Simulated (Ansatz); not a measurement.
# CAM-B3LYP/STO-3G run of AlHCl2 (SMILES [H][Al]([Cl])[Cl])

What is the electronic atomisation energy of AlHCl2 at CAM-B3LYP/STO-3G? 

The results are computed with Ansatz 0.2.0.

59 further runs of the same task are left out: 4 that didn't finish, 55 set aside as unsound or not needed.

### 1 The molecule

AlHCl2 has 4 atoms, charge 0, and is taken as a singlet. SMILES: `[H][Al]([Cl])[Cl]`. Geometry: a GFN2-xTB relaxation, a rough one for these elements and not checked as a minimum.

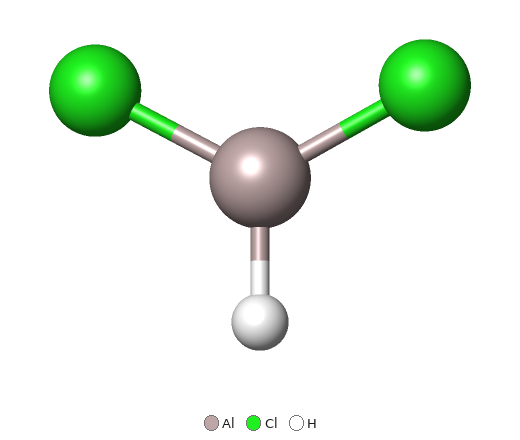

The structure, seen from a chosen angle (aluminium light grey, chlorine green, hydrogen white).

### 2 A single-point energy at CAM-B3LYP/STO-3G

Contents of run.yaml:

```yaml
crystal:
  periodic: [false, false, false]
  atoms:
    - {symbol: Al, position_ang: [-0.047750, -0.080660, -0.000420]}
    - {symbol: Cl, position_ang: [1.971850, -0.182600, 0.014280]}
    - {symbol: Cl, position_ang: [-1.095680, 1.649890, -0.015830]}
    - {symbol: H, position_ang: [-0.828410, -1.386630, 0.001980]}
basis:
  gaussian: {orbitals: STO-3G}
hamiltonian: {xc: {name: CAM-B3LYP}}
magnetization: {spin_polarized: false, initial_magnetization: 0}
accuracy: high
```

Command:

```sh
$ ansatz run run.yaml --threads 1 --pin off --max-ram 2610MiB --events-out events.jsonl --progress --plain --runs-dir runs
```

What it wrote:

```text
Warning: RAYON_NUM_THREADS=1 ignored (pool sized by the plan → 1); use --threads N
Functional definition: CAM-B3LYP
  name "CAM-B3LYP"
  parameter alpha = 0.19
  parameter beta = 0.46
  parameter omega = 0.33/bohr
  parameter ac = 0.81
  exchange = (1 - alpha - beta)*b88_x + beta*b88_x_sr(omega) + alpha*exact_x + beta*exact_x_lr(omega)
  correlation = (1 - ac)*vwn5_c + ac*lyp_c
504 factors; integrals over basis functions are off by at most 2.2e-8 eV
183 factors; integrals over basis functions are off by at most 1.4e-9 eV
mean field evaluation 1: about -31306.8809 eV, gradient 2.4e1 eV
mean field evaluation 2: about -31308.8210 eV, gradient 1.2e1 eV
mean field evaluation 4: about -31309.2989 eV, gradient 4.6e-2 eV
mean field evaluation 8: about -31309.2800 eV, gradient 2.1e-4 eV
mean field -31309.27999964 eV, -1150.5948177945 hartree, gradient 1.5e-8 eV, S^2 0.000000; 0 other end points of the search recorded, 0 dependent functions left out
reference -31309.28001339 eV, -1150.5948182998 hartree; 24, 24 occupied and 4, 4 virtual orbitals, 504 factors
Total energy: -31309.28001339 eV, -1150.5948182998 hartree
```

It took 1.8 s on 1 thread of Arm Neoverse V1, shared host; peak memory 0.11 GiB.

### 3 The Al atom

Contents of job.yaml:

```yaml
crystal:
  periodic: [false, false, false]
  atoms:
    - symbol: Al
      position_ang: [0.000000, 0.000000, 0.000000]
basis:
  gaussian:
    orbitals: STO-3G
magnetization:
  spin_polarized: true
  initial_magnetization: 1
hamiltonian:
  xc: {name: CAM-B3LYP}
accuracy: high
```

Run the same way, it converges to -239.30384 Eh (log not shown).

### 4 The Cl atom, same level

job.yaml: that of step 3 with these lines changed.

```diff
@@ -3,3 +3,3 @@
   atoms:
-    - symbol: Al
+    - symbol: Cl
       position_ang: [0.000000, 0.000000, 0.000000]
```

Command:

```sh
$ ansatz run job.yaml --threads 1 --pin off --max-ram 2610MiB --events-out events.jsonl --progress --plain --runs-dir runs
```

What it wrote (excerpt; [...] marks lines left out):

```text
Warning: RAYON_NUM_THREADS=1 ignored (pool sized by the plan → 1); use --threads N
[... 8 set-up lines as earlier in the session ...]
42 factors; integrals over basis functions are off by at most 4.6e-9 eV
23 factors; integrals over basis functions are off by at most 1.8e-9 eV
mean field evaluation 1: about -12384.2243 eV, gradient 2.5e-1 eV
mean field evaluation 2: about -12384.2244 eV, gradient 8.2e-3 eV
mean field evaluation 4: about -12384.2248 eV, gradient 1.3e-7 eV
mean field evaluation 8: about -12384.2248 eV, gradient 1.0e-12 eV
mean field -12384.22484326 eV, -455.1118686607 hartree, gradient 1.0e-12 eV, S^2 0.750000; 0 other end points of the search recorded, 0 dependent functions left out
reference -12384.22485110 eV, -455.1118689488 hartree; 9, 8 occupied and 0, 1 virtual orbitals, 42 factors
Total energy: -12384.22485110 eV, -455.1118689488 hartree
```

It took 0.42 s on 1 thread of Arm Neoverse V1, shared host.

### 5 The H atom

Contents of molecule.yaml:

```yaml
crystal:
  periodic: [false, false, false]
  atoms:
    - symbol: H
      position_ang: [0.000000, 0.000000, 0.000000]
basis:
  gaussian:
    orbitals: STO-3G
magnetization:
  spin_polarized: true
  initial_magnetization: 1
hamiltonian:
  xc: {name: CAM-B3LYP}
accuracy: high
```

Run the same way, it converges to -0.46260 Eh (log not shown).

### 6 Results

At CAM-B3LYP/STO-3G:

| quantity | value |
| --- | --- |
| molecule: total energy | -1150.59482 Eh |
| Al atom: total energy | -239.30384 Eh |
| Al atom: ⟨S²⟩ | 0.750 |
| Cl atom: total energy | -455.11187 Eh |
| Cl atom: ⟨S²⟩ | 0.750 |
| H atom: total energy | -0.46260 Eh |
| H atom: ⟨S²⟩ | 0.750 |
| electronic atomisation energy | 16.453 eV |

What this shows: Taking the molecule apart into free atoms costs 16.45 eV (379 kcal/mol), before zero-point energy and without spin-orbit coupling. In a minimal basis such a difference can be off by several eV, whatever the method.
